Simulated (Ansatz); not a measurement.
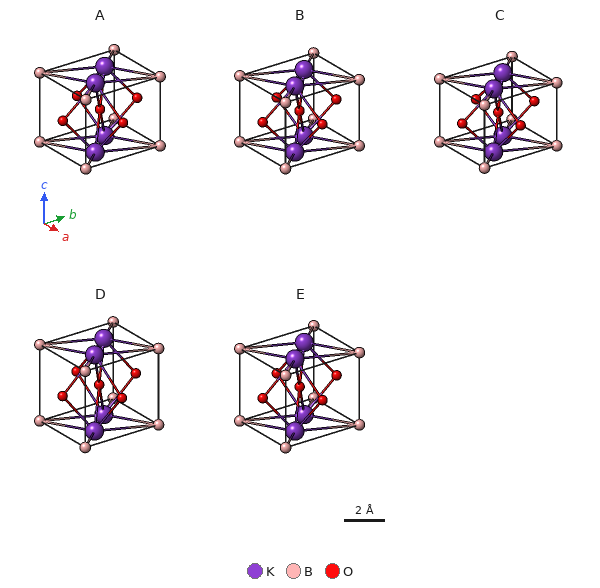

5 geometries from one relaxation of solid K2BO3 (a generated structure, set up in P6/mmm) (coarse preliminary run), in shuffled order. A ball-and-stick model of the cell of the calculation, seen slightly off an axis.

Computed with DFT PBE, scalar-relativistic, plane waves, PAW in Ansatz 0.2.0. Settings: plane-wave cutoff 420 eV; k-point mesh 3 × 3 × 6; occupations gaussian; smearing width 0.1 eV; collinear spin; cell and atoms relaxed; force threshold 0.04 eV/Å; at most 70 steps.

Put them in the order of the run, from the start to the converged end.

C, B, A, E, D. They are steps 0, 1, 2, 3, 10, at +1.194 eV per cell of the calculation, +0.627 eV per cell of the calculation, +0.356 eV per cell of the calculation, +0.277 eV per cell of the calculation relative to the last. No atom moves by more than 0.005 Å relative to the cell. Cell: a = b 5.984 → 6.077 Å (+1.5 %), c 3.294 → 3.987 Å (+21.0 %). Volume +24.8 %. Some distances before and after: K–K 3.294 → 3.987 Å, K–O 2.387 → 2.655 Å, K–K 3.455 → 3.508 Å, B–K 3.455 → 3.508 Å. Bond angles that change, for instance: K–O–K 92.7° → 82.7°, K–O–K 87.3° → 97.3°. The space group stays P6/mmm (No. 191). Over 7 accepted moves (10 points after the start) the energy falls by 1.194 eV per cell of the calculation. All forces vanish by symmetry, so only the cell relaxes. Pressure: 11.08 GPa at the start and −0.01 GPa at the end. At 3 points the geometry stayed and the basis and grid were re-selected for the new cell (energy shift of 0.199 eV per cell of the calculation at most each time).
